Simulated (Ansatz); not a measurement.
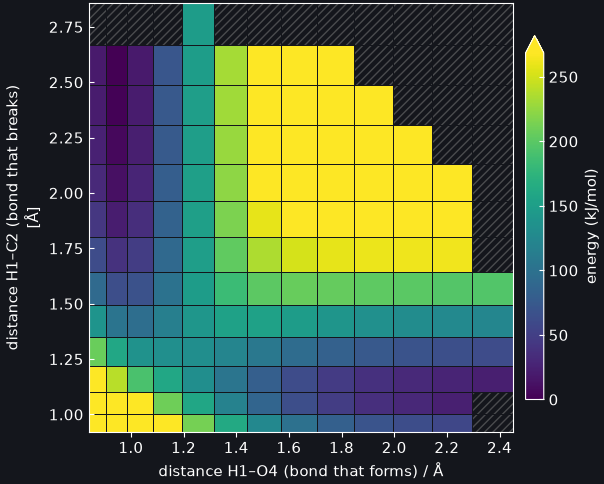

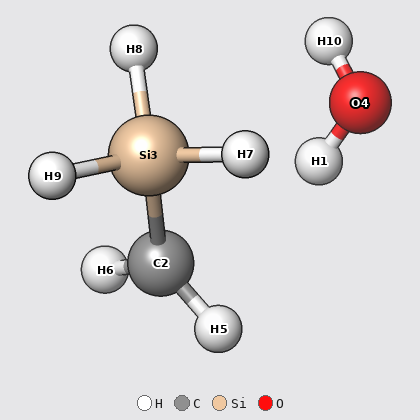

Energy landscape of the reacting system CH7OSi (fragments CH₆Si + HO where the first distance is long, H₂O + CH₅Si where the second is long), spin multiplicity 2. 
- First axis: distance H1–O4 (bond that forms). Second axis: distance H1–C2 (bond that breaks).
- Relaxed at each point: all other coordinates.
- The scan uses a 13 × 13 grid. At 26 points there is no value.
- Points are written as (first, second).
- All energies are given in kJ/mol relative to the lowest grid point.
- In part of the range the unrestricted reference is strongly spin-contaminated.
- Theory: UHF/def2-SVP in Ansatz 0.2.0.

In the figure: one coloured cell a grid point, one colour for all values above the top of the scale, hatched blanks where no value was computed. The second picture is the structure at the lowest point.

Describe this landscape.

Answer. The lowest grid point is at (0.940 Å, 2.577 Å). The energy also falls towards the edge at (2.373 Å, 1.155 Å) (23 kJ/mol above the lowest), where a further well may lie outside the range. The highest grid point, (0.873 Å, 0.963 Å), lies 560 kJ/mol above the lowest.

The input of one point:

```yaml
crystal:
  periodic: [false, false, false]
  atoms:
    - { symbol: H, position_ang: [-1.367012, 0.001057, 1.302448] }
    - { symbol: C, position_ang: [-0.305317, -0.982318, -0.829853] }
    - { symbol: Si, position_ang: [0.962302, 0.392691, -0.803308] }
    - { symbol: O, position_ang: [-1.214112, 0.737961, 1.865648] }
    - { symbol: H, position_ang: [-1.316, -0.832167, -1.198833] }
    - { symbol: H, position_ang: [-0.138976, -1.944007, -0.351863] }
    - { symbol: H, position_ang: [0.335706, 1.716406, -1.000576] }
    - { symbol: H, position_ang: [1.758956, 0.383925, 0.446199] }
    - { symbol: H, position_ang: [1.893861, 0.137995, -1.932363] }
    - { symbol: H, position_ang: [-0.609406, 0.388352, 2.502508] }
magnetization:
  spin_polarized: true
  initial_magnetization: 1
basis:
  gaussian: { orbitals: def2-SVP }
hamiltonian:
  xc: hf
output:
  forces: true
relax:
  f_tol: 0.02
  max_steps: 50
  escape_saddle: false
  constraints: [{ distance: [0, 3] }, { distance: [0, 1] }]
```

The whole map (143 points run) took 51 min on 1 thread of Arm Neoverse V1 (shared host).
